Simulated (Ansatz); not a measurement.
**The cluster Si8H20O26: single points with varied inputs**

How do the results and run time of the cluster Si8H20O26 respond when the settings are drawn wide?

Program: Ansatz 0.2.0, Gaussian basis. Level of theory: the settings change from run to run. These are calculated values, not measurements.

2 further runs of the same task are left out: 2 that didn't finish.

## Step 1: The geometry

The structure was relaxed beforehand with PBE-D4/def2-SVP.

54 atoms, charge 0, spin multiplicity 1.

Atoms are counted from 1 here; the program's logs count them from 0.

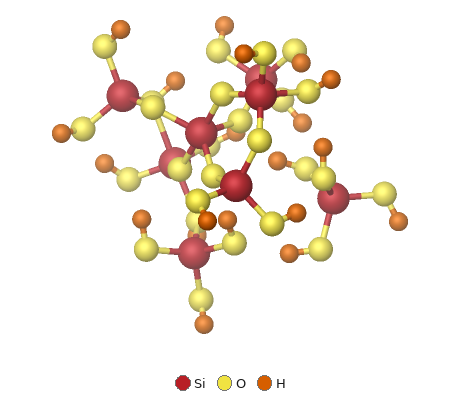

The geometry (silicon red, oxygen yellow, hydrogen orange).

## Step 2: RPA/6-31G

Options: charge -1, multiplicity 2, restricted open-shell orbitals, the search for lower states set to off.

in.yaml reads:

```yaml
crystal:
  periodic: [false, false, false]
  atoms:
    - {symbol: Si, position_ang: [1.109359, -0.201727, 0.554036]}
    - {symbol: Si, position_ang: [2.248692, -0.246337, -2.410397]}
    - {symbol: Si, position_ang: [1.413198, -1.427372, 3.246363]}
    - {symbol: Si, position_ang: [-1.895559, 1.609143, -2.578910]}
    - {symbol: Si, position_ang: [-1.511696, -2.889700, -1.089861]}
    - {symbol: Si, position_ang: [-0.685286, 2.169463, 1.713307]}
    - {symbol: Si, position_ang: [-1.406848, -1.641999, 1.811279]}
    - {symbol: Si, position_ang: [2.707847, 2.147005, -0.702757]}
    - {symbol: O, position_ang: [-2.744437, -3.707235, -1.831074]}
    - {symbol: O, position_ang: [-0.989032, -1.651884, -2.058151]}
    - {symbol: O, position_ang: [1.281791, -0.157236, -3.738065]}
    - {symbol: O, position_ang: [-0.328713, -3.915097, -0.569798]}
    - {symbol: O, position_ang: [-2.413449, -2.239552, 0.253327]}
    - {symbol: O, position_ang: [-2.573709, -0.561902, 2.231456]}
    - {symbol: O, position_ang: [-0.111209, -1.531642, 0.760483]}
    - {symbol: O, position_ang: [-1.595817, -3.115377, 2.541459]}
    - {symbol: O, position_ang: [-0.229219, -0.956913, 3.333587]}
    - {symbol: O, position_ang: [-2.262535, 0.282303, -3.483166]}
    - {symbol: O, position_ang: [-2.809154, 2.889527, -3.103865]}
    - {symbol: O, position_ang: [-0.243261, 1.879077, -2.770326]}
    - {symbol: O, position_ang: [1.342845, -0.705457, -1.064975]}
    - {symbol: O, position_ang: [-2.207241, 1.465826, -0.937190]}
    - {symbol: O, position_ang: [-2.359057, 2.166636, 1.654742]}
    - {symbol: O, position_ang: [-0.006101, 3.613502, 1.340946]}
    - {symbol: O, position_ang: [-0.212025, 0.895374, 0.772217]}
    - {symbol: O, position_ang: [-0.309578, 1.683801, 3.296906]}
    - {symbol: O, position_ang: [2.278631, -0.863574, 4.538550]}
    - {symbol: O, position_ang: [3.409522, -1.405039, -2.627908]}
    - {symbol: O, position_ang: [2.046155, -0.845552, 1.847624]}
    - {symbol: O, position_ang: [1.192821, -3.072979, 3.374644]}
    - {symbol: O, position_ang: [2.935563, 1.253791, -2.087511]}
    - {symbol: O, position_ang: [1.450882, 3.289920, -0.973397]}
    - {symbol: O, position_ang: [2.236899, 1.157978, 0.490271]}
    - {symbol: O, position_ang: [4.011027, 3.121581, -0.396935]}
    - {symbol: H, position_ang: [-2.551082, -4.085826, -2.704928]}
    - {symbol: H, position_ang: [-0.090543, -1.306408, -1.777468]}
    - {symbol: H, position_ang: [0.664216, 0.617791, -3.644138]}
    - {symbol: H, position_ang: [0.254101, -3.405020, 0.036818]}
    - {symbol: H, position_ang: [-3.304384, -2.616633, 0.394721]}
    - {symbol: H, position_ang: [-2.588168, 0.388144, 1.952654]}
    - {symbol: H, position_ang: [-0.823924, -3.352834, 3.095544]}
    - {symbol: H, position_ang: [-0.373284, 0.032493, 3.489066]}
    - {symbol: H, position_ang: [-1.847366, -0.544015, -3.121971]}
    - {symbol: H, position_ang: [-3.314737, 2.677903, -3.908302]}
    - {symbol: H, position_ang: [0.224768, 2.494371, -2.156368]}
    - {symbol: H, position_ang: [-1.499360, 0.961445, -0.461530]}
    - {symbol: H, position_ang: [-2.654471, 2.215000, 0.706366]}
    - {symbol: H, position_ang: [0.552634, 3.589820, 0.519606]}
    - {symbol: H, position_ang: [-0.559179, 2.300852, 4.007887]}
    - {symbol: H, position_ang: [2.833343, -0.094557, 4.313788]}
    - {symbol: H, position_ang: [3.666869, -1.527114, -3.558061]}
    - {symbol: H, position_ang: [1.983545, -3.632535, 3.288098]}
    - {symbol: H, position_ang: [1.780079, 4.120943, -1.367438]}
    - {symbol: H, position_ang: [4.875623, 2.677840, -0.441219]}
basis:
  gaussian: {orbitals: 6-31G}
total_charge: -1
magnetization: {spin_polarized: false, initial_magnetization: 1}
hamiltonian: {xc: {name: PBE0}}
correlation: {method: rpa}
scf: {lower_state_search: off}
```

Run with:

```sh
$ ansatz run in.yaml --threads 2 --pin off --events-out ev --progress --plain --max-ram 22528MiB --backend cuda --devices 0, --max-vram 18GiB
```

Standard output:

```text
Functional definition: PBE0
  name "PBE0"
  cite "Adamo & Barone, J. Chem. Phys. 110, 6158 (1999) doi:10.1063/1.478522"
  cite "Perdew, Burke & Ernzerhof, Phys. Rev. Lett. 77, 3865 (1996) doi:10.1103/PhysRevLett.77.3865"
  parent pbe
  parameter a = 0.25
  parameter kappa = 0.804
  parameter beta = 0.06672455060314922
  exchange = (1 - a)*pbe_x(kappa = kappa, mu = beta*pi^2/3) + a*exact_x
  correlation = pbe_c(beta = beta)
these checks for a lower state are left out or cut short: stability, starts, cluster_reference, orbital_swaps, neighbouring_geometries, increment
3710 factors; integrals over basis functions are off by at most 2.4e-4 eV
mean field evaluation 1: about -116427.7465 eV, gradient 1.9e2 eV
mean field evaluation 2: about -116427.6746 eV, gradient 1.9e2 eV
mean field evaluation 4: about -116492.3182 eV, gradient 1.7e1 eV
mean field evaluation 8: about -116492.8513 eV, gradient 1.5e0 eV
mean field evaluation 16: about -116492.8555 eV, gradient 4.6e-4 eV
mean field -116492.85548866 eV, -4281.0334775147 hartree, gradient 4.2e-6 eV, S^2 0.750000; 0 other end points of the search recorded, 0 dependent functions left out
66 core orbitals not correlated: weight in the atoms' cores, before any rotation towards them, 1.000 or more for the frozen orbitals, at most 0.000 for the correlated occupied ones
reference -116178.13471492 eV, -4269.4677024053 hartree; 105, 104 occupied and 207, 208 virtual orbitals, 3710 factors
Total energy: -116307.82506120 eV, -4274.2337347239 hartree
Checks for a lower state left out: stability, starts, cluster_reference, orbital_swaps, neighbouring_geometries, increment
```

Wall time 13 s (1 × H100 (card shared with other runs) with 2 threads of AMD EPYC 7R13, shared host); peak host memory 1.9 GiB.

## Step 3: r2SCAN/6-31G

This run has multiplicity 3, restricted open-shell orbitals, D3(BJ) with three-body dispersion, high accuracy.

Changes to in.yaml since step 2:

```diff
@@ -59,6 +59,5 @@
   gaussian: {orbitals: 6-31G}
-total_charge: -1
-magnetization: {spin_polarized: false, initial_magnetization: 1}
-hamiltonian: {xc: {name: PBE0}}
-correlation: {method: rpa}
-scf: {lower_state_search: off}
+magnetization: {spin_polarized: false, initial_magnetization: 2}
+hamiltonian: {xc: {name: r2SCAN}, dispersion: d3bjatm}
+accuracy: high
+scf: {omitted_lower_state_checks: [starts]}
```

Same command.

Standard output, shortened:

```text
Functional definition: r2SCAN
  name "r2SCAN"
  cite "Furness, Kaplan, Ning, Perdew & Sun, J. Phys. Chem. Lett. 11, 8208 (2020) doi:10.1021/acs.jpclett.0c02405"
  cite "Furness, Kaplan, Ning, Perdew & Sun, J. Phys. Chem. Lett. 11, 9248 (2020) doi:10.1021/acs.jpclett.0c03077"
  parent r2scan
[...]
9538 factors; integrals over basis functions are off by at most 6.5e-8 eV
[...]
mean field -116539.76885699 eV, -4282.7575120019 hartree, gradient 9.9e-8 eV, S^2 2.000000; 0 other end points of the search recorded, 0 dependent functions left out
reference -116539.76886335 eV, -4282.7575122356 hartree; 171, 169 occupied and 207, 209 virtual orbitals, 9538 factors
Total energy: -116540.65860309 eV, -4282.7902095679 hartree
Checks for a lower state left out: starts
```

Run time: 53 s. Hardware: 1 × H100 (card shared with other runs) with 2 threads of AMD EPYC 7R13, shared host; peak host memory 3.6 GiB.

## Step 4: BLYP/6-31G

Set apart from the defaults: multiplicity 3, restricted open-shell orbitals, atoms shaken by 0.08 Å.

in.yaml reads:

```yaml
crystal:
  periodic: [false, false, false]
  atoms:
    - {symbol: Si, position_ang: [1.069522, -0.218595, 0.574076]}
    - {symbol: Si, position_ang: [2.217316, -0.057215, -2.652448]}
    - {symbol: Si, position_ang: [1.563681, -1.276067, 3.130130]}
    - {symbol: Si, position_ang: [-1.976578, 1.608192, -2.464680]}
    - {symbol: Si, position_ang: [-1.510919, -2.960467, -1.137784]}
    - {symbol: Si, position_ang: [-0.646848, 2.263774, 1.762408]}
    - {symbol: Si, position_ang: [-1.348470, -1.660268, 1.924836]}
    - {symbol: Si, position_ang: [2.840385, 2.234219, -0.780230]}
    - {symbol: O, position_ang: [-2.666655, -3.833611, -2.050708]}
    - {symbol: O, position_ang: [-1.248057, -1.467938, -1.915636]}
    - {symbol: O, position_ang: [1.212178, -0.044184, -3.744110]}
    - {symbol: O, position_ang: [-0.178940, -3.844695, -0.535503]}
    - {symbol: O, position_ang: [-2.494757, -2.343113, 0.263870]}
    - {symbol: O, position_ang: [-2.622502, -0.697970, 2.137718]}
    - {symbol: O, position_ang: [-0.162797, -1.506359, 0.748707]}
    - {symbol: O, position_ang: [-1.532697, -3.252454, 2.414361]}
    - {symbol: O, position_ang: [-0.250211, -0.866622, 3.344145]}
    - {symbol: O, position_ang: [-2.392652, 0.407434, -3.567203]}
    - {symbol: O, position_ang: [-2.770109, 2.847627, -3.083879]}
    - {symbol: O, position_ang: [-0.134826, 1.816289, -2.663350]}
    - {symbol: O, position_ang: [1.497300, -0.630248, -1.032972]}
    - {symbol: O, position_ang: [-2.214890, 1.509272, -0.949679]}
    - {symbol: O, position_ang: [-2.350509, 2.109870, 1.646862]}
    - {symbol: O, position_ang: [-0.062693, 3.642014, 1.328261]}
    - {symbol: O, position_ang: [-0.146306, 0.745046, 0.800293]}
    - {symbol: O, position_ang: [-0.309917, 1.682697, 3.274589]}
    - {symbol: O, position_ang: [2.392698, -0.762238, 4.533393]}
    - {symbol: O, position_ang: [3.397586, -1.452966, -2.633245]}
    - {symbol: O, position_ang: [1.973244, -0.775192, 1.646209]}
    - {symbol: O, position_ang: [1.003660, -3.098254, 3.343642]}
    - {symbol: O, position_ang: [2.969533, 1.204683, -1.969805]}
    - {symbol: O, position_ang: [1.432130, 3.405247, -0.855233]}
    - {symbol: O, position_ang: [2.218707, 1.194500, 0.358670]}
    - {symbol: O, position_ang: [4.072740, 3.195531, -0.340110]}
    - {symbol: H, position_ang: [-2.585665, -4.055665, -2.699126]}
    - {symbol: H, position_ang: [-0.036448, -1.436233, -1.714691]}
    - {symbol: H, position_ang: [0.745694, 0.678954, -3.619265]}
    - {symbol: H, position_ang: [0.293527, -3.459239, 0.147506]}
    - {symbol: H, position_ang: [-3.329983, -2.502910, 0.279027]}
    - {symbol: H, position_ang: [-2.488537, 0.515864, 1.959929]}
    - {symbol: H, position_ang: [-0.829743, -3.386724, 3.094898]}
    - {symbol: H, position_ang: [-0.305431, -0.000427, 3.537292]}
    - {symbol: H, position_ang: [-1.902474, -0.501628, -2.971190]}
    - {symbol: H, position_ang: [-3.267786, 2.680075, -3.817713]}
    - {symbol: H, position_ang: [0.179853, 2.475226, -2.198354]}
    - {symbol: H, position_ang: [-1.414553, 0.894703, -0.262817]}
    - {symbol: H, position_ang: [-2.468104, 2.264797, 0.721192]}
    - {symbol: H, position_ang: [0.533279, 3.594693, 0.439721]}
    - {symbol: H, position_ang: [-0.495359, 2.258110, 4.075875]}
    - {symbol: H, position_ang: [2.801281, -0.241609, 4.418759]}
    - {symbol: H, position_ang: [3.658227, -1.478164, -3.728613]}
    - {symbol: H, position_ang: [1.917993, -3.657504, 3.150512]}
    - {symbol: H, position_ang: [1.923124, 4.212604, -1.428625]}
    - {symbol: H, position_ang: [4.893289, 2.550961, -0.499031]}
basis:
  gaussian: {orbitals: 6-31G}
magnetization: {spin_polarized: false, initial_magnetization: 2}
hamiltonian: {xc: {name: BLYP}}
scf: {omitted_lower_state_checks: [starts]}
output: {forces: true}
```

Same command.

Standard output, shortened:

```text
Functional definition: BLYP
  name "BLYP"
  cite "Becke, Phys. Rev. A 38, 3098 (1988) doi:10.1103/PhysRevA.38.3098"
  cite "Lee, Yang & Parr, Phys. Rev. B 37, 785 (1988) doi:10.1103/PhysRevB.37.785"
[...]
4986 factors; their error is unknown
[...]
mean field -116539.36139746 eV, -4282.7425381405 hartree, gradient 2.3e-6 eV, S^2 2.000000; 0 other end points of the search recorded, 0 dependent functions left out
[...]
reference -116539.36212214 eV, -4282.7425647718 hartree; 171, 169 occupied and 207, 209 virtual orbitals, 4986 factors
Total energy: -116539.36212214 eV, -4282.7425647718 hartree
Atom 0 at     1.069522    -0.218595     0.574076 Å, force     0.200548     0.381333    -8.701974 eV/Å
Atom 1 at     2.217316    -0.057215    -2.652448 Å, force     7.657116    -5.708512    10.006733 eV/Å
[...]
Atom 45 at    -1.414553     0.894703    -0.262817 Å, force    -1.785758     1.344090    -1.904109 eV/Å
Atom 46 at    -2.468104     2.264797     0.721192 Å, force    -2.143739     0.342466    -3.084685 eV/Å
Atom 47 at     0.533279     3.594693     0.439721 Å, force     0.022064     1.002627     0.437926 eV/Å
Atom 48 at    -0.495359     2.258110     4.075875 Å, force     0.275595    -0.493385    -0.399031 eV/Å
Atom 49 at     2.801281    -0.241609     4.418759 Å, force    30.357916    37.989389    -7.034377 eV/Å
Atom 50 at     3.658227    -1.478164    -3.728613 Å, force    -0.276389    -0.490902     3.071535 eV/Å
Atom 51 at     1.917993    -3.657504     3.150512 Å, force    -2.467301     0.953099     0.553676 eV/Å
Atom 52 at     1.923124     4.212604    -1.428625 Å, force    -1.833812    -1.312901     1.527857 eV/Å
Atom 53 at     4.893289     2.550961    -0.499031 Å, force    -0.371069     1.692248     0.593117 eV/Å
Dipole moment:     1.028360     0.651509    -0.217176 e Å
Checks for a lower state left out: starts
```

Run time: 15 s. Hardware: 1 × H100 (card shared with other runs) with 2 threads of AMD EPYC 7R13, shared host; peak host memory 1.3 GiB.

Largest force 49.135 eV/Å, dipole 5.94 D.

## Step 5: PBE0/6-31G*

This run has density fitting with def2-universal-jkfit.

in.yaml reads:

```yaml
crystal:
  periodic: [false, false, false]
  atoms:
    - {symbol: Si, position_ang: [1.109359, -0.201727, 0.554036]}
    - {symbol: Si, position_ang: [2.248692, -0.246337, -2.410397]}
    - {symbol: Si, position_ang: [1.413198, -1.427372, 3.246363]}
    - {symbol: Si, position_ang: [-1.895559, 1.609143, -2.578910]}
    - {symbol: Si, position_ang: [-1.511696, -2.889700, -1.089861]}
    - {symbol: Si, position_ang: [-0.685286, 2.169463, 1.713307]}
    - {symbol: Si, position_ang: [-1.406848, -1.641999, 1.811279]}
    - {symbol: Si, position_ang: [2.707847, 2.147005, -0.702757]}
    - {symbol: O, position_ang: [-2.744437, -3.707235, -1.831074]}
    - {symbol: O, position_ang: [-0.989032, -1.651884, -2.058151]}
    - {symbol: O, position_ang: [1.281791, -0.157236, -3.738065]}
    - {symbol: O, position_ang: [-0.328713, -3.915097, -0.569798]}
    - {symbol: O, position_ang: [-2.413449, -2.239552, 0.253327]}
    - {symbol: O, position_ang: [-2.573709, -0.561902, 2.231456]}
    - {symbol: O, position_ang: [-0.111209, -1.531642, 0.760483]}
    - {symbol: O, position_ang: [-1.595817, -3.115377, 2.541459]}
    - {symbol: O, position_ang: [-0.229219, -0.956913, 3.333587]}
    - {symbol: O, position_ang: [-2.262535, 0.282303, -3.483166]}
    - {symbol: O, position_ang: [-2.809154, 2.889527, -3.103865]}
    - {symbol: O, position_ang: [-0.243261, 1.879077, -2.770326]}
    - {symbol: O, position_ang: [1.342845, -0.705457, -1.064975]}
    - {symbol: O, position_ang: [-2.207241, 1.465826, -0.937190]}
    - {symbol: O, position_ang: [-2.359057, 2.166636, 1.654742]}
    - {symbol: O, position_ang: [-0.006101, 3.613502, 1.340946]}
    - {symbol: O, position_ang: [-0.212025, 0.895374, 0.772217]}
    - {symbol: O, position_ang: [-0.309578, 1.683801, 3.296906]}
    - {symbol: O, position_ang: [2.278631, -0.863574, 4.538550]}
    - {symbol: O, position_ang: [3.409522, -1.405039, -2.627908]}
    - {symbol: O, position_ang: [2.046155, -0.845552, 1.847624]}
    - {symbol: O, position_ang: [1.192821, -3.072979, 3.374644]}
    - {symbol: O, position_ang: [2.935563, 1.253791, -2.087511]}
    - {symbol: O, position_ang: [1.450882, 3.289920, -0.973397]}
    - {symbol: O, position_ang: [2.236899, 1.157978, 0.490271]}
    - {symbol: O, position_ang: [4.011027, 3.121581, -0.396935]}
    - {symbol: H, position_ang: [-2.551082, -4.085826, -2.704928]}
    - {symbol: H, position_ang: [-0.090543, -1.306408, -1.777468]}
    - {symbol: H, position_ang: [0.664216, 0.617791, -3.644138]}
    - {symbol: H, position_ang: [0.254101, -3.405020, 0.036818]}
    - {symbol: H, position_ang: [-3.304384, -2.616633, 0.394721]}
    - {symbol: H, position_ang: [-2.588168, 0.388144, 1.952654]}
    - {symbol: H, position_ang: [-0.823924, -3.352834, 3.095544]}
    - {symbol: H, position_ang: [-0.373284, 0.032493, 3.489066]}
    - {symbol: H, position_ang: [-1.847366, -0.544015, -3.121971]}
    - {symbol: H, position_ang: [-3.314737, 2.677903, -3.908302]}
    - {symbol: H, position_ang: [0.224768, 2.494371, -2.156368]}
    - {symbol: H, position_ang: [-1.499360, 0.961445, -0.461530]}
    - {symbol: H, position_ang: [-2.654471, 2.215000, 0.706366]}
    - {symbol: H, position_ang: [0.552634, 3.589820, 0.519606]}
    - {symbol: H, position_ang: [-0.559179, 2.300852, 4.007887]}
    - {symbol: H, position_ang: [2.833343, -0.094557, 4.313788]}
    - {symbol: H, position_ang: [3.666869, -1.527114, -3.558061]}
    - {symbol: H, position_ang: [1.983545, -3.632535, 3.288098]}
    - {symbol: H, position_ang: [1.780079, 4.120943, -1.367438]}
    - {symbol: H, position_ang: [4.875623, 2.677840, -0.441219]}
basis:
  gaussian: {orbitals: "6-31G*", fitting: {mean_field: def2-universal-jkfit}}
hamiltonian: {xc: {name: PBE0}}
output: {forces: true}
```

Same command.

Standard output, shortened:

```text
Functional definition: PBE0
  name "PBE0"
  cite "Adamo & Barone, J. Chem. Phys. 110, 6158 (1999) doi:10.1063/1.478522"
  cite "Perdew, Burke & Ernzerhof, Phys. Rev. Lett. 77, 3865 (1996) doi:10.1103/PhysRevLett.77.3865"
  parent pbe
[...]
3386 factors; integrals over basis functions are off by at most 2.0e-2 eV
[...]
mean field -116524.43215649 eV, -4282.1938986541 hartree, gradient 5.4e-5 eV, S^2 0.000000; 0 other end points of the search recorded, 0 dependent functions left out
[...]
reference -116524.43221970 eV, -4282.1939009770 hartree; 170, 170 occupied and 412, 412 virtual orbitals, 3386 factors
Total energy: -116524.43221970 eV, -4282.1939009770 hartree
Atom 0 at     1.109359    -0.201727     0.554036 Å, force     0.027132     0.125574     0.043101 eV/Å
Atom 1 at     2.248692    -0.246337    -2.410397 Å, force     0.048810     0.157617     0.255244 eV/Å
[...]
Atom 44 at     0.224768     2.494371    -2.156368 Å, force    -0.278016    -0.267101    -0.271684 eV/Å
Atom 45 at    -1.499360     0.961445    -0.461530 Å, force    -0.354987     0.205493    -0.353621 eV/Å
Atom 46 at    -2.654471     2.215000     0.706366 Å, force     0.091472     0.047154     0.494527 eV/Å
Atom 47 at     0.552634     3.589820     0.519606 Å, force    -0.245975    -0.003367     0.407018 eV/Å
Atom 48 at    -0.559179     2.300852     4.007887 Å, force     0.084300    -0.235776    -0.304953 eV/Å
Atom 49 at     2.833343    -0.094557     4.313788 Å, force    -0.220413    -0.316369     0.077543 eV/Å
Atom 50 at     3.666869    -1.527114    -3.558061 Å, force    -0.126934     0.055464     0.364001 eV/Å
Atom 51 at     1.983545    -3.632535     3.288098 Å, force    -0.314056     0.248408     0.038640 eV/Å
Atom 52 at     1.780079     4.120943    -1.367438 Å, force    -0.106788    -0.364932     0.174123 eV/Å
Atom 53 at     4.875623     2.677840    -0.441219 Å, force    -0.355849     0.163799     0.014372 eV/Å
Dipole moment:     0.912677     0.150103     0.146608 e Å
```

Run time: 14 s. Hardware: 1 × H100 (card shared with other runs) with 2 threads of AMD EPYC 7R13, shared host; peak host memory 2.1 GiB.

Largest force 0.759 eV/Å, dipole 4.50 D.

## Step 6: The runs in one table

```csv
level,charge,multiplicity,geometry,functions,energy (eV),time
RPA/6-31G,-1,2,relaxed,378,-116307.825,13 s
r2SCAN/6-31G,0,3,relaxed,378,-116540.659,53 s
BLYP/6-31G,0,3,shaken,378,-116539.362,15 s
PBE0/6-31G*,0,1,relaxed,582,-116524.432,14 s
```

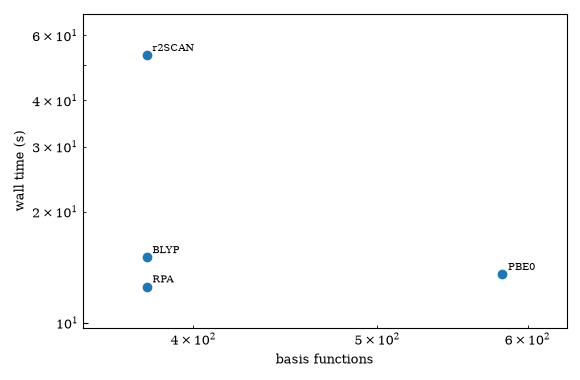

Wall time against the number of basis functions (shared host).

## Step 7: Results

| quantity | value |
| --- | --- |
| runs | 4 |
| quickest | RPA/6-31G, 13 s |
| slowest | r2SCAN/6-31G, 53 s |

**Reading.** The runs differ in state or geometry as well as level, so their energies can't be set against each other. r2SCAN/6-31G took 4 times as long as RPA/6-31G. The jobs differ in tasks and options as well as level. At the PBE-D4/def2-SVP geometry and in the same state, runs without warnings or point charges leave forces up to 0.76 eV/Å (PBE0/6-31G*).
